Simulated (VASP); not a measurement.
Geometry relaxation, with input and output: KBe₁₈ (part 5 of 5)

Continued. System: KBe₁₈ (slab, 19 atoms in the cell). Method: Kohn-Sham DFT of a periodic cell, LDA, VASP PAW LDA potentials, recommended, no spin polarisation (VASP 6.6.1); cutoff 520 eV, 4×3×1 k-mesh, fermi-dirac of 0.05 eV. It belongs to a series of runs on one base structure; here: end point A relaxed.

Geometry of the input (Å; fractional positions):
```
4.5800  0.0000  0.0000
3.4350  5.9496  0.0000
0.0000  0.0000  15.5884
Be 0.0000  0.0000  0.0642
Be 0.5000  0.0000  0.0642
Be 0.0000  0.3333  0.0642
Be 0.5000  0.3333  0.0642
Be -0.0000  0.6667  0.0642
Be 0.5000  0.6667  0.0642
Be -0.1667  0.2222  0.1792
Be 0.3333  0.2222  0.1792
Be -0.1667  0.5556  0.1792
Be 0.3333  0.5556  0.1792
Be -0.1667  0.8889  0.1792
Be 0.3333  0.8889  0.1792
Be 0.0000  0.0000  0.2943
Be 0.5000  0.0000  0.2943
Be 0.0000  0.3333  0.2943
Be 0.5000  0.3333  0.2943
Be -0.0000  0.6667  0.2943
Be 0.5000  0.6667  0.2943
K  -0.0097  0.6683  0.4900
```

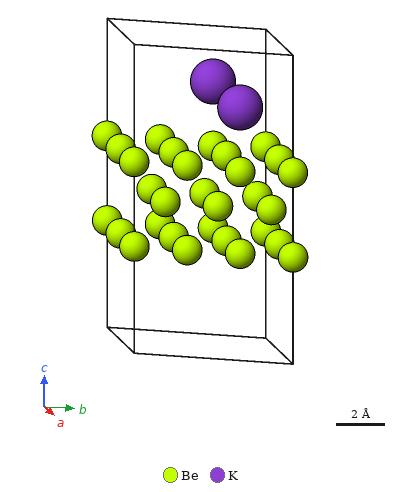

*The geometry at step 6 of the log (spheres-only view of the cell of the calculation, with the vacuum cut short, seen slightly off an axis).*

Trajectory as extended XYZ (Å, eV, eV/Å), 12 frames, from step=0 to step=11:
```
19
Lattice="4.5800 0.0000 0.0000 3.4350 5.9496 0.0000 0.0000 0.0000 15.5884" Properties=species:S:1:pos:R:3:forces:R:3 step=0 energy=-70.82496
Be    0.0000    0.0000    1.0000    0.0010  -0.0035   0.0065
Be    2.2900    0.0000    1.0000   -0.0118  -0.0067   0.0121
Be    1.1450    1.9832    1.0000   -0.0110  -0.0216   0.0041
Be    3.4350    1.9832    1.0000    0.0013  -0.0193   0.0095
Be    2.2900    3.9664    1.0000   -0.0048  -0.0132   0.0029
Be    4.5800    3.9664    1.0000   -0.0034  -0.0141   0.0064
Be    4.5800    1.3221    2.7942    0.0111   0.0255   0.0608
Be    2.2900    1.3221    2.7942    0.0208   0.0179   0.0434
Be    5.7250    3.3053    2.7942    0.0146   0.0098   0.0313
Be    3.4350    3.3053    2.7942    0.0157   0.0139   0.0368
Be    6.8700    5.2885    2.7942    0.0181   0.0340   0.0133
Be    4.5800    5.2885    2.7942    0.0174   0.0297   0.0483
Be    0.0000    0.0000    4.5884   -0.0303  -0.0386   0.1209
Be    2.2900    0.0000    4.5884    0.0082  -0.0259   0.1232
Be    1.1450    1.9832    4.5884    0.0177   0.0128   0.1189
Be    3.4350    1.9832    4.5884   -0.0374   0.0020   0.1241
Be    2.2900    3.9664    4.5884   -0.0121  -0.0062  -0.1908
Be    4.5800    3.9664    4.5884   -0.0117   0.0001   0.1953
K     6.8311    3.9762    7.6384   -0.0034   0.0035  -0.7672
19
Lattice="4.5800 0.0000 0.0000 3.4350 5.9496 0.0000 0.0000 0.0000 15.5884" Properties=species:S:1:pos:R:3:forces:R:3 step=1 energy=-70.87187
Be    0.0000    0.0000    1.0000    0.0050  -0.0007   0.0076
Be    2.2900    0.0000    1.0000   -0.0090  -0.0061   0.0115
Be    1.1450    1.9832    1.0000   -0.0079  -0.0223   0.0066
Be    3.4350    1.9832    1.0000    0.0054  -0.0171   0.0112
Be    2.2900    3.9664    1.0000   -0.0015  -0.0129  -0.0031
Be    4.5800    3.9664    1.0000   -0.0011  -0.0123   0.0083
Be    4.5805    1.3234    2.7971    0.0055   0.0200   0.0590
Be    2.2910    1.3230    2.7963    0.0105   0.0160   0.0428
Be    5.7257    3.3058    2.7957   -0.0030   0.0090   0.0189
Be    3.4358    3.3060    2.7960    0.0154   0.0118   0.0242
Be    6.8709    5.2902    2.7949    0.0094   0.0336   0.0066
Be    4.5808    5.2900    2.7965    0.0102   0.0219   0.0487
Be    8.0135    5.9477    4.5943   -0.0189  -0.0318   0.0950
Be    5.7254    5.9483    4.5944    0.0076  -0.0199   0.0963
Be    1.1459    1.9838    4.5942    0.0110   0.0120   0.0950
Be    3.4332    1.9833    4.5944   -0.0208   0.0050   0.1001
Be    6.8694    3.9661    4.5792   -0.0070  -0.0022  -0.1683
Be    4.5794    3.9664    4.5979   -0.0060  -0.0050   0.1376
K     6.8309    3.9764    7.6014   -0.0049   0.0010  -0.5981
19
Lattice="4.5800 0.0000 0.0000 3.4350 5.9496 0.0000 0.0000 0.0000 15.5884" Properties=species:S:1:pos:R:3:forces:R:3 step=2 energy=-70.94624
Be    0.0000    0.0000    1.0000    0.0125   0.0087   0.0265
Be    2.2900    0.0000    1.0000   -0.0093  -0.0031   0.0234
Be    1.1450    1.9832    1.0000   -0.0082  -0.0241   0.0281
Be    3.4350    1.9832    1.0000    0.0116  -0.0105   0.0270
Be    2.2900    3.9664    1.0000    0.0035  -0.0112  -0.0038
Be    4.5800    3.9664    1.0000   -0.0002  -0.0062   0.0338
Be    4.5822    1.3271    2.8060    0.0048   0.0032   0.0661
Be    2.2940    1.3256    2.8026   -0.0072   0.0085   0.0579
Be    5.7278    3.3072    2.8003   -0.0448  -0.0017  -0.0002
Be    3.4380    3.3080    2.8013    0.0382  -0.0011   0.0045
Be    6.8735    5.2951    2.7968   -0.0021   0.0336   0.0032
Be    4.5834    5.2943    2.8035    0.0002  -0.0015   0.0654
Be    8.0092    5.9421    4.6118    0.0093  -0.0005   0.0502
Be    5.7266    5.9446    4.6122   -0.0086   0.0088   0.0528
Be    1.1484    1.9857    4.6114   -0.0224  -0.0012   0.0536
Be    3.4278    1.9836    4.6124    0.0231   0.0043   0.0632
Be    6.8677    3.9652    4.5516   -0.0008   0.0116  -0.0605
Be    4.5777    3.9664    4.6261    0.0010  -0.0188   0.0225
K     6.8304    3.9769    7.4904   -0.0004   0.0014  -0.5136
19
Lattice="4.5800 0.0000 0.0000 3.4350 5.9496 0.0000 0.0000 0.0000 15.5884" Properties=species:S:1:pos:R:3:forces:R:3 step=3 energy=-71.00233
Be    0.0000    0.0000    1.0000    0.0320   0.0322   0.0590
Be    2.2900    0.0000    1.0000   -0.0094   0.0042   0.0442
Be    1.1450    1.9832    1.0000   -0.0070  -0.0320   0.0678
Be    3.4350    1.9832    1.0000    0.0262   0.0004   0.0572
Be    2.2900    3.9664    1.0000    0.0152  -0.0090  -0.0026
Be    4.5800    3.9664    1.0000    0.0043   0.0069   0.0806
Be    4.5854    1.3345    2.8236   -0.0032  -0.0322   0.0733
Be    2.3000    1.3308    2.8152   -0.0443  -0.0016   0.0779
Be    5.7321    3.3100    2.8093   -0.1435  -0.0292  -0.0787
Be    3.4426    3.3121    2.8120    0.0904  -0.0333  -0.0649
Be    6.8787    5.3049    2.8006   -0.0266   0.0360  -0.0176
Be    4.5884    5.3028    2.8175   -0.0257  -0.0476   0.0821
Be    8.0004    5.9310    4.6468    0.0762   0.0641  -0.0720
Be    5.7289    5.9371    4.6479   -0.0467   0.0727  -0.0601
Be    1.1535    1.9894    4.6458   -0.0960  -0.0296  -0.0622
Be    3.4170    1.9841    4.6483    0.1222  -0.0028  -0.0333
Be    6.8641    3.9634    4.4964    0.0197   0.0463   0.1162
Be    4.5744    3.9665    4.6827    0.0138  -0.0467  -0.2672
K     6.8295    3.9779    7.2683    0.0025   0.0013   0.0004
19
Lattice="4.5800 0.0000 0.0000 3.4350 5.9496 0.0000 0.0000 0.0000 15.5884" Properties=species:S:1:pos:R:3:forces:R:3 step=4 energy=-71.00494
Be    0.0000    0.0000    1.0000    0.0278   0.0271   0.0520
Be    2.2900    0.0000    1.0000   -0.0094   0.0026   0.0395
Be    1.1450    1.9832    1.0000   -0.0074  -0.0302   0.0592
Be    3.4350    1.9832    1.0000    0.0230  -0.0016   0.0505
Be    2.2900    3.9664    1.0000    0.0128  -0.0094  -0.0039
Be    4.5800    3.9664    1.0000    0.0032   0.0042   0.0708
Be    4.5847    1.3329    2.8200   -0.0011  -0.0244   0.0720
Be    2.2988    1.3297    2.8126   -0.0366   0.0002   0.0745
Be    5.7312    3.3095    2.8075   -0.1220  -0.0225  -0.0595
Be    3.4417    3.3112    2.8098    0.0791  -0.0258  -0.0486
Be    6.8777    5.3029    2.7999   -0.0217   0.0351  -0.0127
Be    4.5874    5.3011    2.8146   -0.0200  -0.0385   0.0798
Be    8.0022    5.9333    4.6396    0.0617   0.0504  -0.0444
Be    5.7285    5.9386    4.6406   -0.0382   0.0587  -0.0344
Be    1.1525    1.9886    4.6388   -0.0801  -0.0234  -0.0358
Be    3.4192    1.9840    4.6410    0.1012  -0.0004  -0.0115
Be    6.8649    3.9638    4.5077    0.0150   0.0385   0.0844
Be    4.5751    3.9664    4.6711    0.0115  -0.0410  -0.2031
K     6.8297    3.9777    7.3137    0.0010   0.0003  -0.1289
19
Lattice="4.5800 0.0000 0.0000 3.4350 5.9496 0.0000 0.0000 0.0000 15.5884" Properties=species:S:1:pos:R:3:forces:R:3 step=5 energy=-71.01590
Be    0.0000    0.0000    1.0000    0.0335   0.0213   0.0631
Be    2.2900    0.0000    1.0000   -0.0225   0.0152   0.0552
Be    1.1450    1.9832    1.0000   -0.0035  -0.0364   0.0663
Be    3.4350    1.9832    1.0000    0.0117  -0.0296   0.0737
Be    2.2900    3.9664    1.0000    0.0045  -0.0106   0.0095
Be    4.5800    3.9664    1.0000    0.0044   0.0216   0.0546
Be    4.5848    1.3305    2.8302   -0.0027  -0.0347  -0.0166
Be    2.2947    1.3301    2.8227   -0.0158   0.0219   0.0132
Be    5.7165    3.3069    2.8008    0.0054  -0.0076  -0.0028
Be    3.4518    3.3084    2.8046   -0.0221   0.0021  -0.0147
Be    6.8754    5.3080    2.7986   -0.0116   0.0191   0.0088
Be    4.5853    5.2970    2.8255   -0.0065  -0.0339  -0.0111
Be    3.4291    5.9386    4.6368   -0.0089   0.0124  -0.0193
Be    5.7239    5.9453    4.6390    0.0183   0.0160  -0.0246
Be    5.7230    1.9860    4.6370    0.0104   0.0257  -0.0125
Be    3.4308    1.9840    4.6423   -0.0021   0.0092  -0.0141
Be    6.8665    3.9684    4.5139   -0.0009  -0.0138  -0.0945
Be    4.5762    3.9614    4.6503    0.0081   0.0003  -0.1025
K     6.8297    3.9778    7.2810    0.0004   0.0019  -0.0318
19
Lattice="4.5800 0.0000 0.0000 3.4350 5.9496 0.0000 0.0000 0.0000 15.5884" Properties=species:S:1:pos:R:3:forces:R:3 step=6 energy=-71.01606
Be    0.0000    0.0000    1.0000    0.0344   0.0204   0.0643
Be    2.2900    0.0000    1.0000   -0.0244   0.0170   0.0571
Be    1.1450    1.9832    1.0000   -0.0028  -0.0373   0.0670
Be    3.4350    1.9832    1.0000    0.0101  -0.0337   0.0767
Be    2.2900    3.9664    1.0000    0.0032  -0.0109   0.0112
Be    4.5800    3.9664    1.0000    0.0047   0.0242   0.0517
Be    4.5848    1.3301    2.8317   -0.0031  -0.0364  -0.0301
Be    2.2941    1.3302    2.8242   -0.0128   0.0251   0.0037
Be    5.7143    3.3065    2.7999    0.0241  -0.0059   0.0045
Be    3.4532    3.3079    2.8039   -0.0371   0.0058  -0.0103
Be    6.8750    5.3087    2.7984   -0.0100   0.0170   0.0115
Be    4.5850    5.2964    2.8271   -0.0045  -0.0332  -0.0251
Be    3.4301    5.9394    4.6364   -0.0194   0.0065  -0.0158
Be    5.7233    5.9463    4.6388    0.0266   0.0098  -0.0234
Be    5.7216    1.9856    4.6367    0.0238   0.0329  -0.0094
Be    3.4325    1.9840    4.6425   -0.0173   0.0104  -0.0150
Be    6.8667    3.9690    4.5148   -0.0031  -0.0212  -0.1212
Be    4.5764    3.9607    4.6473    0.0075   0.0061  -0.0875
K     6.8297    3.9779    7.2762    0.0001   0.0035  -0.0099
19
Lattice="4.5800 0.0000 0.0000 3.4350 5.9496 0.0000 0.0000 0.0000 15.5884" Properties=species:S:1:pos:R:3:forces:R:3 step=7 energy=-71.01907
Be    0.0000    0.0000    1.0000    0.0353   0.0139   0.0646
Be    2.2900    0.0000    1.0000   -0.0303   0.0276   0.0605
Be    1.1450    1.9832    1.0000   -0.0030  -0.0368   0.0668
Be    3.4350    1.9832    1.0000    0.0046  -0.0430   0.0802
Be    2.2900    3.9664    1.0000   -0.0038  -0.0074   0.0138
Be    4.5800    3.9664    1.0000    0.0070   0.0216   0.0453
Be    4.5845    1.3249    2.8304    0.0051  -0.0051  -0.0287
Be    2.2915    1.3335    2.8272   -0.0046   0.0077  -0.0288
Be    5.7137    3.3051    2.7988    0.0077  -0.0098  -0.0291
Be    3.4511    3.3080    2.8013   -0.0067   0.0002  -0.0309
Be    6.8732    5.3122    2.7995    0.0058   0.0093  -0.0177
Be    4.5839    5.2912    2.8267   -0.0039  -0.0025  -0.0347
Be    8.0094    5.9416    4.6337   -0.0065  -0.0057  -0.0164
Be    5.7255    5.9492    4.6355    0.0033   0.0057  -0.0219
Be    5.7223    1.9891    4.6350    0.0145   0.0182  -0.0129
Be    3.4332    1.9853    4.6409   -0.0186   0.0027  -0.0209
Be    6.8667    3.9675    4.5010   -0.0058  -0.0079  -0.0518
Be    4.5776    3.9602    4.6310    0.0011   0.0092  -0.0257
K     6.8297    3.9783    7.2668   -0.0011   0.0020  -0.0117
19
Lattice="4.5800 0.0000 0.0000 3.4350 5.9496 0.0000 0.0000 0.0000 15.5884" Properties=species:S:1:pos:R:3:forces:R:3 step=8 energy=-71.01956
Be    0.0000    0.0000    1.0000    0.0361   0.0094   0.0649
Be    2.2900    0.0000    1.0000   -0.0346   0.0352   0.0632
Be    1.1450    1.9832    1.0000   -0.0030  -0.0363   0.0669
Be    3.4350    1.9832    1.0000    0.0006  -0.0496   0.0827
Be    2.2900    3.9664    1.0000   -0.0091  -0.0048   0.0158
Be    4.5800    3.9664    1.0000    0.0089   0.0199   0.0410
Be    4.5842    1.3212    2.8295    0.0109   0.0168  -0.0279
Be    2.2897    1.3358    2.8293    0.0012  -0.0040  -0.0518
Be    5.7133    3.3042    2.7980   -0.0042  -0.0132  -0.0537
Be    3.4495    3.3080    2.7994    0.0150  -0.0041  -0.0461
Be    6.8719    5.3146    2.8003    0.0168   0.0044  -0.0387
Be    4.5831    5.2875    2.8263   -0.0040   0.0190  -0.0422
Be    8.0089    5.9431    4.6318    0.0027  -0.0143  -0.0171
Be    2.2921    0.0016    4.6331   -0.0133   0.0028  -0.0204
Be    5.7227    1.9916    4.6339    0.0079   0.0081  -0.0153
Be    3.4337    1.9863    4.6398   -0.0194  -0.0028  -0.0252
Be    6.8667    3.9664    4.4912   -0.0079   0.0014  -0.0016
Be    4.5785    3.9598    4.6195   -0.0034   0.0105   0.0193
K     6.8297    3.9787    7.2601   -0.0010   0.0016  -0.0137
19
Lattice="4.5800 0.0000 0.0000 3.4350 5.9496 0.0000 0.0000 0.0000 15.5884" Properties=species:S:1:pos:R:3:forces:R:3 step=9 energy=-71.02125
Be    0.0000    0.0000    1.0000    0.0358   0.0097   0.0470
Be    2.2900    0.0000    1.0000   -0.0354   0.0381   0.0478
Be    1.1450    1.9832    1.0000   -0.0043  -0.0386   0.0478
Be    3.4350    1.9832    1.0000    0.0006  -0.0546   0.0661
Be    2.2900    3.9664    1.0000   -0.0111   0.0003   0.0001
Be    4.5800    3.9664    1.0000    0.0089   0.0237   0.0173
Be    4.5856    1.3208    2.8247    0.0066   0.0139  -0.0091
Be    2.2884    1.3370    2.8235    0.0061  -0.0058  -0.0342
Be    5.7123    3.3015    2.7896   -0.0036   0.0013  -0.0199
Be    3.4505    3.3074    2.7913    0.0122   0.0021  -0.0116
Be    6.8733    5.3171    2.7954    0.0069  -0.0005  -0.0244
Be    4.5819    5.2873    2.8200    0.0061   0.0113  -0.0201
Be    8.0089    5.9422    4.6278    0.0036  -0.0077  -0.0255
Be    2.2914    0.0036    4.6283   -0.0132  -0.0021  -0.0276
Be    5.7242    1.9947    4.6308   -0.0056  -0.0030  -0.0278
Be    3.4313    1.9866    4.6353   -0.0031  -0.0034  -0.0318
Be    6.8655    3.9658    4.4834   -0.0044   0.0068   0.0021
Be    4.5787    3.9611    4.6133   -0.0051   0.0035   0.0142
K     6.8296    3.9792    7.2529   -0.0010   0.0051  -0.0105
19
Lattice="4.5800 0.0000 0.0000 3.4350 5.9496 0.0000 0.0000 0.0000 15.5884" Properties=species:S:1:pos:R:3:forces:R:3 step=10 energy=-71.02187
Be    0.0000    0.0000    1.0000    0.0355   0.0101   0.0269
Be    2.2900    0.0000    1.0000   -0.0365   0.0414   0.0309
Be    1.1450    1.9832    1.0000   -0.0059  -0.0412   0.0263
Be    3.4350    1.9832    1.0000    0.0006  -0.0602   0.0475
Be    2.2900    3.9664    1.0000   -0.0136   0.0064  -0.0171
Be    4.5800    3.9664    1.0000    0.0090   0.0282  -0.0093
Be    4.5871    1.3203    2.8195    0.0017   0.0107   0.0123
Be    2.2870    1.3384    2.8170    0.0111  -0.0075  -0.0142
Be    5.7113    3.2985    2.7803   -0.0032   0.0173   0.0192
Be    3.4516    3.3067    2.7823    0.0090   0.0092   0.0278
Be    6.8749    5.3199    2.7898   -0.0041  -0.0050  -0.0081
Be    4.5806    5.2872    2.8129    0.0169   0.0022   0.0052
Be    8.0089    5.9413    4.6234    0.0044  -0.0005  -0.0347
Be    2.2906    0.0059    4.6230   -0.0132  -0.0072  -0.0353
Be    5.7259    1.9982    4.6273   -0.0206  -0.0155  -0.0416
Be    3.4286    1.9870    4.6302    0.0151  -0.0041  -0.0395
Be    6.8643    3.9651    4.4746   -0.0001   0.0130   0.0063
Be    4.5789    3.9625    4.6065   -0.0067  -0.0039   0.0088
K     6.8295    3.9797    7.2450    0.0004   0.0064  -0.0112
19
Lattice="4.5800 0.0000 0.0000 3.4350 5.9496 0.0000 0.0000 0.0000 15.5884" Properties=species:S:1:pos:R:3:forces:R:3 step=11 energy=-71.02307
Be    0.0000    0.0000    1.0000    0.0379   0.0139   0.0199
Be    2.2900    0.0000    1.0000   -0.0355   0.0417   0.0178
Be    1.1450    1.9832    1.0000   -0.0068  -0.0379   0.0181
Be    3.4350    1.9832    1.0000    0.0051  -0.0557   0.0414
Be    2.2900    3.9664    1.0000   -0.0125   0.0060  -0.0207
Be    4.5800    3.9664    1.0000    0.0092   0.0282  -0.0161
Be    4.5884    1.3219    2.8185   -0.0013  -0.0018  -0.0145
Be    2.2881    1.3379    2.8106    0.0040   0.0017   0.0041
Be    5.7101    3.2998    2.7781    0.0104   0.0071   0.0177
Be    3.4538    3.3080    2.7818   -0.0071   0.0073   0.0123
Be    6.8751    5.3207    2.7851   -0.0021  -0.0054   0.0010
Be    4.5828    5.2875    2.8095    0.0056  -0.0036   0.0008
Be    8.0097    5.9406    4.6146   -0.0097   0.0005  -0.0177
Be    2.2878    0.0059    4.6135    0.0074  -0.0070  -0.0181
Be    5.7233    1.9975    4.6178    0.0028  -0.0070  -0.0220
Be    3.4297    1.9865    4.6202   -0.0033   0.0004  -0.0182
Be    6.8635    3.9669    4.4705   -0.0010   0.0063  -0.0009
Be    4.5778    3.9627    4.6039   -0.0026   0.0011   0.0008
K     6.8295    3.9812    7.2382   -0.0004   0.0042  -0.0056
```

Summary:

| quantity | value |
| --- | --- |
| outcome | converged |
| electrons treated | 45 |
| free energy | −71.0231 eV |
| gap on the k-point mesh | none (metallic) |
| final volume | 424.77 Å³ |
| largest force (length of the vector) at the end, held atoms and coordinates included | 0.070 eV/Å |
| wall time | 23 min |
| peak memory | 0.45 GiB |

Remarks:

Points of doubt noted for this run: lda forms differ.
